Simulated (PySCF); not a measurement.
SMILES [SiH3][SiH2][SiH2][SiH3], PBE0/def2-SVP optimised geometry. Atoms within 1.6 Å of the plane z = 1.2 Å (x, y, z in Å): Si1 (0.40, 2.26, 0.00), Si4 (-0.40, -2.26, 0.00), H5 (-0.08, 3.68, 0.00), H6 (-0.08, 1.59, 1.25), H7 (1.89, 2.26, 0.00), H12 (-1.89, -2.26, -0.01), H13 (0.08, -3.68, 0.00), H14 (0.07, -1.59, 1.25).

Method: PBE0/def2-TZVP (PySCF).

Map of the LUMO amplitude (bohr^(-3/2)) on the plane z = 1.2 Å; orbital energy -0.36 eV, overall sign arbitrary:

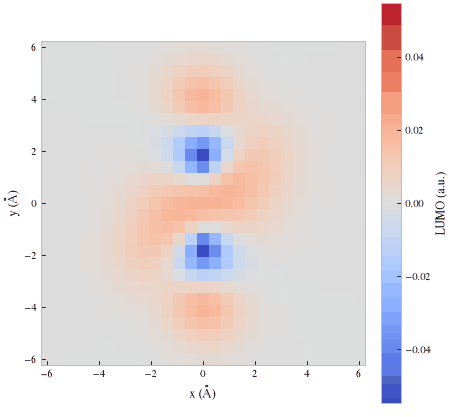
Figure: LUMO amplitude (bohr^(-3/2)) on the plane z = 1.2 Å.
